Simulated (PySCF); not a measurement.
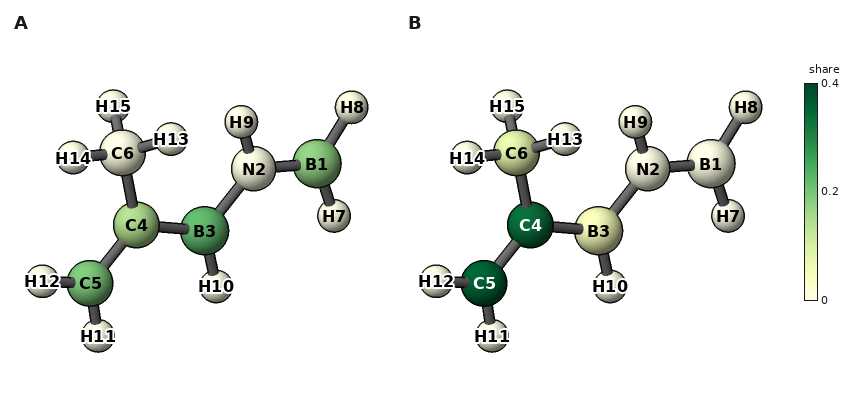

Each panel colours the atoms by their Löwdin share in one orbital (up to four of the largest shares; other atoms are shown as zero). The geometry was computed by an optimisation with GFN2-xTB. No frequency run is at hand to confirm it as a minimum. Computed with ωB97X-D/def2-SVPD (PySCF 2.14.0).

The panels show the HOMO, LUMO, in some order. Which is which?

Answer. A: LUMO, 0.31 eV; B3 0.22, C5 0.19, B1 0.18, C4 0.15
B: HOMO, −9.54 eV; C5 0.35, C4 0.34, C6 0.08, B3 0.05

The geometry is semi-empirical. Around B such bond lengths and angles can be off by a tenth of an ångström or more and by several degrees, and values that hang on the shape move with them.
